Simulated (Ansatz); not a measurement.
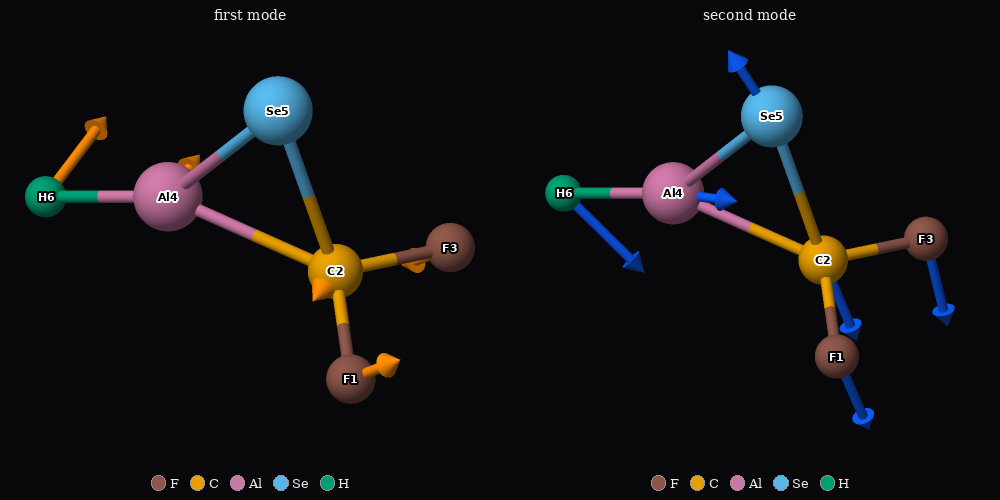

The system is CHAlF₂Se, SMILES F[C]1(F)[AlH][Se]1; the picture shows the reference structure; its two panels give the patterns of the first and the second mode as arrows. Coordinates scanned: (1) normal mode 1 (183 cm⁻¹); (2) normal mode 2 (206 cm⁻¹). Nothing is relaxed (straight displacements along the two mass-weighted modes). Grid: 9 × 9 points. Energies are in kJ/mol, from the relaxed molecule at the same level. Method: RKS r2SCAN0-D4/def2-SVP in Ansatz 0.2.0.

Its coordinates:

```xyz
6

F     1.0618   -0.8001    1.3447
C     0.3012   -0.6637    0.2604
F     0.0702   -1.8869   -0.2120
Al   -0.7006    0.9296   -0.2131
Se    1.2745    0.5233   -1.1881
H    -1.9650    1.8336   -0.0381
```

Range: normal mode 1 (183 cm⁻¹) from −1.65 to 1.65 amu½·Å; normal mode 2 (206 cm⁻¹) from −3.59 to 3.59 amu½·Å.

Q: What landscape does the calculation give?

A: The lowest grid point is at normal mode 1 (183 cm⁻¹) = 0.00 amu½·Å, normal mode 2 (206 cm⁻¹) = 0.00 amu½·Å, 0 kJ/mol from the relaxed molecule at the same level. No other kind of well shows on this grid. The highest grid point, normal mode 1 (183 cm⁻¹) = 1.65 amu½·Å, normal mode 2 (206 cm⁻¹) = −3.59 amu½·Å, lies 399 kJ/mol above the lowest.

```
normal mode 2 (206 cm⁻¹) ↓, normal mode 1 (183 cm⁻¹) →  −1.65  −1.24  −0.82  −0.41  0.00  0.41  0.82  1.24  1.65
                                                  3.59     43     37     34     32    32    32    34    37    43
                                                  2.69     35     29     25     23    22    23    25    29    35
                                                  1.79     28     21     16     14    13    14    16    21    28
                                                  0.90     21     13      8      5     4     5     8    13    21
                                                  0.00     18     10      4      1     0     1     4    10    18
                                                 −0.90     28     19     13     10     8    10    13    19    28
                                                 −1.79     67     58     52     48    47    48    52    58    67
                                                 −2.69    171    162    155    152   151   152   155   162   171
                                                 −3.59    399    390    384    381   380   381   384   390   399
```

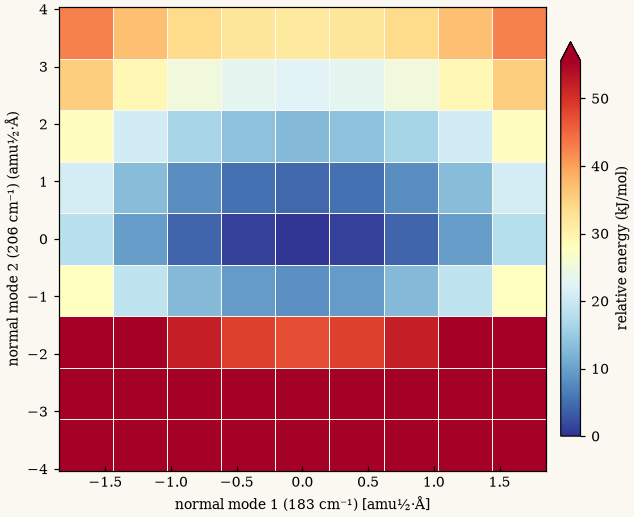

In the figure: one coloured cell a grid point, one colour for all values above the top of the scale.

Each point was launched as `ansatz run input.yaml --threads 1 --pin off --max-ram 2560MiB --backend cpu --events-out ev --progress --plain --runs-dir out`. The whole map (81 points run) took 16 min on 1 thread of Arm Neoverse V1, on a shared host.
